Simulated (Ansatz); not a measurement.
# FH₄InO₂ (built from SMILES F.[OH][InH][OH]): search for a transition state, part 2 of 2

Ansatz 0.2.0, Gaussian basis; PBE0-D4. Earlier steps stand in the parts before.

**8. Relaxing after a step of 0.30 Å the other way along the mode**

Input file downb/in.yaml:

```yaml
crystal:
  periodic: [false, false, false]
  atoms:
    - {symbol: In, position_ang: [-0.289471, -0.254222, -0.294411]}
    - {symbol: H, position_ang: [1.390489, -0.755461, 0.311826]}
    - {symbol: O, position_ang: [-0.361042, 0.548801, -2.090504]}
    - {symbol: O, position_ang: [-1.827367, -0.991921, 0.687756]}
    - {symbol: H, position_ang: [1.305858, 0.458021, 0.945784]}
    - {symbol: F, position_ang: [0.940169, 1.126654, 1.126874]}
    - {symbol: H, position_ang: [0.456611, 1.013247, -2.299200]}
    - {symbol: H, position_ang: [-1.615247, -1.145119, 1.611876]}
basis:
  gaussian: {orbitals: def2-TZVP}
hamiltonian: {xc: pbe0, dispersion: d4}
relax: {f_tol: 0.005, max_steps: 200}
```

Launch:

```sh
> ansatz run in.yaml --threads 4 --pin off --events-out ev --progress --plain --max-ram 9574MiB
```

The program printed:

```text
Functional definition: PBE0
  name "PBE0"
  cite "Adamo & Barone, J. Chem. Phys. 110, 6158 (1999) doi:10.1063/1.478522"
  cite "Perdew, Burke & Ernzerhof, Phys. Rev. Lett. 77, 3865 (1996) doi:10.1103/PhysRevLett.77.3865"
  parent pbe
  parameter a = 0.25
  parameter kappa = 0.804
  parameter beta = 0.06672455060314922
  exchange = (1 - a)*pbe_x(kappa = kappa, mu = beta*pi^2/3) + a*exact_x
  correlation = pbe_c(beta = beta)
1115 factors; their error is unknown
mean field evaluation 1: about -12032.4138 eV, gradient 8.9e1 eV
mean field evaluation 2: about -11978.9976 eV, gradient 1.8e2 eV
mean field evaluation 4: about -12044.9324 eV, gradient 1.1e1 eV
mean field evaluation 8: about -12045.0969 eV, gradient 1.4e-1 eV
mean field evaluation 16: about -12045.1583 eV, gradient 2.0e-4 eV
mean field -12045.15830739 eV, -442.6514032951 hartree, gradient 2.2e-5 eV, S^2 0.000000; 0 other end points of the search recorded, 0 dependent functions left out
the calculation of the forces begins
reference -12045.15835246 eV, -442.6514049514 hartree; 25, 25 occupied and 142, 142 virtual orbitals, 1115 factors
relax step   1: F+E_penalty+E_count = -12045.25472500 eV  Δ(F+E_penalty+E_count) = +0.000e0 eV  max|allowed force component| = 1.423e1 eV/Å  Δτ_max = 0.0000 Å  (28 SCF iters, accepted)
these checks for a lower state are left out or cut short: starts, cluster_reference, orbital_swaps, neighbouring_geometries, increment
1115 factors; their error is unknown
mean field -12046.54016872 eV, -442.7021857623 hartree, gradient 1.9e-5 eV, S^2 0.000000; 0 other end points of the search recorded, 0 dependent functions left out
the calculation of the forces begins
reference -12046.54021455 eV, -442.7021874466 hartree; 25, 25 occupied and 142, 142 virtual orbitals, 1115 factors
relax step   2: F+E_penalty+E_count = -12046.63612993 eV  Δ(F+E_penalty+E_count) = -1.381e0 eV  max|allowed force component| = 4.967e-1 eV/Å  Δτ_max = 0.1945 Å  (38 SCF iters, accepted)
these checks for a lower state are left out or cut short: starts, cluster_reference, orbital_swaps, neighbouring_geometries, increment
1115 factors; their error is unknown
mean field evaluation 32: about -12046.5870 eV, gradient 1.9e-5 eV
mean field -12046.58700682 eV, -442.7039070306 hartree, gradient 1.9e-5 eV, S^2 0.000000; 0 other end points of the search recorded, 0 dependent functions left out
the calculation of the forces begins
reference -12046.58705259 eV, -442.7039087128 hartree; 25, 25 occupied and 142, 142 virtual orbitals, 1115 factors
relax step   3: F+E_penalty+E_count = -12046.68237557 eV  Δ(F+E_penalty+E_count) = -4.625e-2 eV  max|allowed force component| = 1.009e0 eV/Å  Δτ_max = 0.1950 Å  (32 SCF iters, accepted)
these checks for a lower state are left out or cut short: starts, cluster_reference, orbital_swaps, neighbouring_geometries, increment
1115 factors; their error is unknown
mean field -12046.61039279 eV, -442.7047664491 hartree, gradient 1.9e-5 eV, S^2 0.000000; 0 other end points of the search recorded, 0 dependent functions left out
the calculation of the forces begins
reference -12046.61043816 eV, -442.7047681167 hartree; 25, 25 occupied and 142, 142 virtual orbitals, 1115 factors
relax step   4: F+E_penalty+E_count = -12046.70529017 eV  Δ(F+E_penalty+E_count) = -2.291e-2 eV  max|allowed force component| = 1.133e0 eV/Å  Δτ_max = 0.1152 Å  (38 SCF iters, accepted)
these checks for a lower state are left out or cut short: starts, cluster_reference, orbital_swaps, neighbouring_geometries, increment
1115 factors; their error is unknown
mean field -12046.65196802 eV, -442.7062943107 hartree, gradient 2.6e-5 eV, S^2 0.000000; 0 other end points of the search recorded, 0 dependent functions left out
the calculation of the forces begins
reference -12046.65201345 eV, -442.7062959802 hartree; 25, 25 occupied and 142, 142 virtual orbitals, 1115 factors
relax step   5: F+E_penalty+E_count = -12046.74678004 eV  Δ(F+E_penalty+E_count) = -4.149e-2 eV  max|allowed force component| = 8.057e-1 eV/Å  Δτ_max = 0.0695 Å  (31 SCF iters, accepted)
these checks for a lower state are left out or cut short: starts, cluster_reference, orbital_swaps, neighbouring_geometries, increment
1115 factors; their error is unknown
mean field -12046.67593669 eV, -442.7071751431 hartree, gradient 2.3e-5 eV, S^2 0.000000; 0 other end points of the search recorded, 0 dependent functions left out
the calculation of the forces begins
reference -12046.67598242 eV, -442.7071768238 hartree; 25, 25 occupied and 142, 142 virtual orbitals, 1115 factors
relax step   6: F+E_penalty+E_count = -12046.77048764 eV  Δ(F+E_penalty+E_count) = -2.371e-2 eV  max|allowed force component| = 6.878e-1 eV/Å  Δτ_max = 0.1946 Å  (30 SCF iters, accepted)
these checks for a lower state are left out or cut short: starts, cluster_reference, orbital_swaps, neighbouring_geometries, increment
1115 factors; their error is unknown
mean field -12046.69913273 eV, -442.7080275820 hartree, gradient 9.8e-6 eV, S^2 0.000000; 0 other end points of the search recorded, 0 dependent functions left out
the calculation of the forces begins
reference -12046.69917860 eV, -442.7080292676 hartree; 25, 25 occupied and 142, 142 virtual orbitals, 1115 factors
relax step   7: F+E_penalty+E_count = -12046.79430058 eV  Δ(F+E_penalty+E_count) = -2.381e-2 eV  max|allowed force component| = 5.275e-1 eV/Å  Δτ_max = 0.0781 Å  (31 SCF iters, accepted)
these checks for a lower state are left out or cut short: starts, cluster_reference, orbital_swaps, neighbouring_geometries, increment
1115 factors; their error is unknown
mean field evaluation 64: about -12046.6477 eV, gradient 3.0e-2 eV
mean field -12046.71100931 eV, -442.7084640380 hartree, gradient 2.1e-5 eV, S^2 0.000000; 0 other end points of the search recorded, 0 dependent functions left out
the calculation of the forces begins
reference -12046.71105526 eV, -442.7084657266 hartree; 25, 25 occupied and 142, 142 virtual orbitals, 1115 factors
relax step   8: F+E_penalty+E_count = -12046.80596710 eV  Δ(F+E_penalty+E_count) = -1.167e-2 eV  max|allowed force component| = 5.046e-1 eV/Å  Δτ_max = 0.0876 Å  (30 SCF iters, accepted)
these checks for a lower state are left out or cut short: starts, cluster_reference, orbital_swaps, neighbouring_geometries, increment
1115 factors; their error is unknown
mean field -12046.69075941 eV, -442.7077198681 hartree, gradient 2.0e-5 eV, S^2 0.000000; 0 other end points of the search recorded, 0 dependent functions left out
the calculation of the forces begins
reference -12046.69080558 eV, -442.7077215649 hartree; 25, 25 occupied and 142, 142 virtual orbitals, 1115 factors
relax step   9: F+E_penalty+E_count = -12046.78545701 eV  Δ(F+E_penalty+E_count) = +2.051e-2 eV  max|allowed force component| = 1.666e0 eV/Å  Δτ_max = 0.1954 Å  (31 SCF iters, rejected (line search))
these checks for a lower state are left out or cut short: starts, cluster_reference, orbital_swaps, neighbouring_geometries, increment
1115 factors; their error is unknown
mean field -12046.72156779 eV, -442.7088520552 hartree, gradient 2.7e-5 eV, S^2 0.000000; 0 other end points of the search recorded, 0 dependent functions left out
the calculation of the forces begins
reference -12046.72161380 eV, -442.7088537461 hartree; 25, 25 occupied and 142, 142 virtual orbitals, 1115 factors
relax step  10: F+E_penalty+E_count = -12046.81631210 eV  Δ(F+E_penalty+E_count) = -1.035e-2 eV  max|allowed force component| = 7.807e-2 eV/Å  Δτ_max = 0.0973 Å  (31 SCF iters, accepted)
these checks for a lower state are left out or cut short: starts, cluster_reference, orbital_swaps, neighbouring_geometries, increment
1115 factors; their error is unknown
mean field -12046.72562518 eV, -442.7090011615 hartree, gradient 2.4e-5 eV, S^2 0.000000; 0 other end points of the search recorded, 0 dependent functions left out
the calculation of the forces begins
reference -12046.72567130 eV, -442.7090028565 hartree; 25, 25 occupied and 142, 142 virtual orbitals, 1115 factors
relax step  11: F+E_penalty+E_count = -12046.82007046 eV  Δ(F+E_penalty+E_count) = -3.758e-3 eV  max|allowed force component| = 1.949e-2 eV/Å  Δτ_max = 0.0961 Å  (31 SCF iters, accepted)
these checks for a lower state are left out or cut short: starts, cluster_reference, orbital_swaps, neighbouring_geometries, increment
1115 factors; their error is unknown
mean field evaluation 96: about -12046.7242 eV, gradient 2.1e-5 eV
mean field -12046.72423488 eV, -442.7089500688 hartree, gradient 2.1e-5 eV, S^2 0.000000; 0 other end points of the search recorded, 0 dependent functions left out
the calculation of the forces begins
reference -12046.72428085 eV, -442.7089517581 hartree; 25, 25 occupied and 142, 142 virtual orbitals, 1115 factors
relax step  12: F+E_penalty+E_count = -12046.81884252 eV  Δ(F+E_penalty+E_count) = +1.228e-3 eV  max|allowed force component| = 7.116e-2 eV/Å  Δτ_max = 0.0234 Å  (32 SCF iters, rejected (line search))
these checks for a lower state are left out or cut short: starts, cluster_reference, orbital_swaps, neighbouring_geometries, increment
1115 factors; their error is unknown
mean field -12046.72595541 eV, -442.7090132972 hartree, gradient 1.8e-5 eV, S^2 0.000000; 0 other end points of the search recorded, 0 dependent functions left out
the calculation of the forces begins
reference -12046.72600153 eV, -442.7090149921 hartree; 25, 25 occupied and 142, 142 virtual orbitals, 1115 factors
relax step  13: F+E_penalty+E_count = -12046.82041657 eV  Δ(F+E_penalty+E_count) = -3.461e-4 eV  max|allowed force component| = 2.009e-2 eV/Å  Δτ_max = 0.0114 Å  (33 SCF iters, accepted)
these checks for a lower state are left out or cut short: starts, cluster_reference, orbital_swaps, neighbouring_geometries, increment
1115 factors; their error is unknown
mean field -12046.72636509 eV, -442.7090283525 hartree, gradient 1.9e-5 eV, S^2 0.000000; 0 other end points of the search recorded, 0 dependent functions left out
the calculation of the forces begins
reference -12046.72641124 eV, -442.7090300487 hartree; 25, 25 occupied and 142, 142 virtual orbitals, 1115 factors
relax step  14: F+E_penalty+E_count = -12046.82084698 eV  Δ(F+E_penalty+E_count) = -4.304e-4 eV  max|allowed force component| = 5.833e-3 eV/Å  Δτ_max = 0.0237 Å  (31 SCF iters, accepted)
these checks for a lower state are left out or cut short: starts, cluster_reference, orbital_swaps, neighbouring_geometries, increment
1115 factors; their error is unknown
mean field -12046.72653751 eV, -442.7090346891 hartree, gradient 1.9e-5 eV, S^2 0.000000; 0 other end points of the search recorded, 0 dependent functions left out
the calculation of the forces begins
reference -12046.72658373 eV, -442.7090363876 hartree; 25, 25 occupied and 142, 142 virtual orbitals, 1115 factors
relax step  15: F+E_penalty+E_count = -12046.82108403 eV  Δ(F+E_penalty+E_count) = -2.371e-4 eV  max|allowed force component| = 1.711e-2 eV/Å  Δτ_max = 0.0264 Å  (32 SCF iters, accepted)
these checks for a lower state are left out or cut short: starts, cluster_reference, orbital_swaps, neighbouring_geometries, increment
1115 factors; their error is unknown
mean field -12046.71876577 eV, -442.7087490829 hartree, gradient 1.9e-5 eV, S^2 0.000000; 0 other end points of the search recorded, 0 dependent functions left out
the calculation of the forces begins
reference -12046.71881193 eV, -442.7087507792 hartree; 25, 25 occupied and 142, 142 virtual orbitals, 1115 factors
relax step  16: F+E_penalty+E_count = -12046.81332004 eV  Δ(F+E_penalty+E_count) = +7.764e-3 eV  max|allowed force component| = 8.497e-1 eV/Å  Δτ_max = 0.0240 Å  (31 SCF iters, rejected (line search))
these checks for a lower state are left out or cut short: starts, cluster_reference, orbital_swaps, neighbouring_geometries, increment
1115 factors; their error is unknown
mean field evaluation 128: about -12046.7265 eV, gradient 3.5e-1 eV
mean field -12046.72658735 eV, -442.7090365206 hartree, gradient 1.9e-5 eV, S^2 0.000000; 0 other end points of the search recorded, 0 dependent functions left out
the calculation of the forces begins
reference -12046.72663358 eV, -442.7090382196 hartree; 25, 25 occupied and 142, 142 virtual orbitals, 1115 factors
relax step  17: F+E_penalty+E_count = -12046.82112436 eV  Δ(F+E_penalty+E_count) = -4.033e-5 eV  max|allowed force component| = 1.488e-3 eV/Å  Δτ_max = 0.0105 Å  (33 SCF iters, accepted)
these checks for a lower state are left out or cut short: starts, cluster_reference, orbital_swaps, neighbouring_geometries, increment
1115 factors; their error is unknown
mean field -12046.72657848 eV, -442.7090361945 hartree, gradient 1.9e-5 eV, S^2 0.000000; 0 other end points of the search recorded, 0 dependent functions left out
the calculation of the forces begins
reference -12046.72662471 eV, -442.7090378936 hartree; 25, 25 occupied and 142, 142 virtual orbitals, 1115 factors
relax step  18: F+E_penalty+E_count = -12046.82112843 eV  Δ(F+E_penalty+E_count) = -4.066e-6 eV  max|allowed force component| = 1.692e-3 eV/Å  Δτ_max = 0.0061 Å  (34 SCF iters, accepted)
1115 factors; their error is unknown
mean field evaluation 160: about -12046.7266 eV, gradient 9.5e-4 eV
mean field -12046.72657848 eV, -442.7090361945 hartree, gradient 1.9e-5 eV, S^2 0.000000; 1 other end points of the search recorded, 0 dependent functions left out
the calculation of the forces begins
reference -12046.72662471 eV, -442.7090378936 hartree; 25, 25 occupied and 142, 142 virtual orbitals, 1115 factors
Total energy: -12046.82117466 eV, -442.7125125402 hartree
Atom 0 at    -0.137119    -0.503725    -0.351873 Å, force     0.000680     0.001692     0.001313 eV/Å
Atom 1 at     1.310592    -1.373904    -0.067489 Å, force    -0.000724    -0.000034    -0.000395 eV/Å
Atom 2 at    -0.488539     0.676659    -1.901052 Å, force     0.000293    -0.000501    -0.000736 eV/Å
Atom 3 at    -1.833660    -0.731526     0.641488 Å, force    -0.000051    -0.000937    -0.000012 eV/Å
Atom 4 at     1.728683     1.146339     1.552254 Å, force     0.001471    -0.000011     0.000735 eV/Å
Atom 5 at     0.891321     1.325964     1.204707 Å, force    -0.001220    -0.000435    -0.000856 eV/Å
Atom 6 at     0.281313     0.795003    -2.460746 Å, force    -0.000198     0.000124    -0.000051 eV/Å
Atom 7 at    -1.752591    -1.334810     1.382711 Å, force    -0.000251     0.000103     0.000002 eV/Å
Dipole moment:     1.063053    -0.225715     0.438743 e Å
```

It took 31 s on 4 threads of Arm Neoverse V2, shared host.

Step by step: (the energy doesn't fall at every step)

| step | energy from step 1 (eV) | largest force component (eV/Å) |
| --- | --- | --- |
| 1 | 0.0000 | 14.2281 |
| 2 | -1.3814 | 0.4967 |
| 3 | -1.4277 | 1.0094 |
| 4 | -1.4506 | 1.1327 |
| 5 | -1.4921 | 0.8057 |
| 6 | -1.5158 | 0.6878 |
| 7 | -1.5396 | 0.5275 |
| 8 | -1.5512 | 0.5046 |
| 9 | -1.5307 | 1.6657 |
| 10 | -1.5616 | 0.0781 |
| 11 | -1.5653 | 0.0195 |
| 12 | -1.5641 | 0.0712 |
| 13 | -1.5657 | 0.0201 |
| 14 | -1.5661 | 0.0058 |
| 15 | -1.5664 | 0.0171 |
| 16 | -1.5586 | 0.8497 |
| 17 | -1.5664 | 0.0015 |
| 18 | -1.5664 | 0.0017 |

Distances of close pairs at the start and the end, largest changes first:

| bond | before (Å) | after (Å) | change (Å) |
| --- | --- | --- | --- |
| In1–H5 | 2.143 | 3.135 | +0.993 |
| In1–F6 | 2.332 | 2.613 | +0.281 |
| In1–H2 | 1.855 | 1.713 | -0.142 |
| H5–F6 | 0.783 | 0.924 | +0.141 |
| In1–O4 | 1.968 | 1.979 | +0.011 |
| In1–O3 | 1.969 | 1.979 | +0.010 |
| O3–H7 | 0.963 | 0.959 | -0.004 |
| O4–H8 | 0.960 | 0.959 | -0.001 |

**9. The three structures**

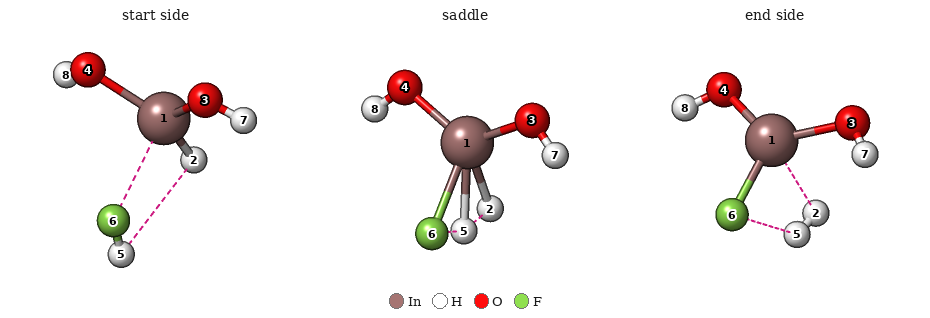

The minimum on the start side, the saddle and the minimum on the end side; broken lines mark the pairs that change.

| pair | start side (Å) | saddle (Å) | end side (Å) |
| --- | --- | --- | --- |
| In1–F6 | 2.613 | 2.177 | 1.958 |
| H2–H5 | 3.025 | 0.995 | 0.751 |
| In1–H2 | 1.713 | 1.986 | 2.730 |
| H5–F6 | 0.924 | 1.211 | 2.671 |

**10. Outcome**

The summary covers parts 1 to 2.

| quantity | value |
| --- | --- |
| imaginary mode | 1018i cm⁻¹ |
| barrier from the start side | 60.5 kJ/mol |
| barrier from the end side | 79.1 kJ/mol |
| energy of the step | -18.6 kJ/mol |
| pairs that change | In1–F6 formed, H2–H5 formed, In1–H2 broken, H5–F6 broken |
| zero-point energy at the saddle | 1.112 eV |

What this shows: The point has a single imaginary mode (1018i cm⁻¹), as a transition state must. The two relaxations end on the structures that were planned. At PBE0-D4/def2-TZVP the electronic barrier is 60.5 kJ/mol, about 24 kT at 298 K, and the step runs 18.6 kJ/mol downhill. The barrier is thin enough for tunnelling; the leading (Wigner) term alone is a factor of 2.0 at 298 K. A step off the saddle overshot and began above it in energy, so the link to its end is likely but not proven.
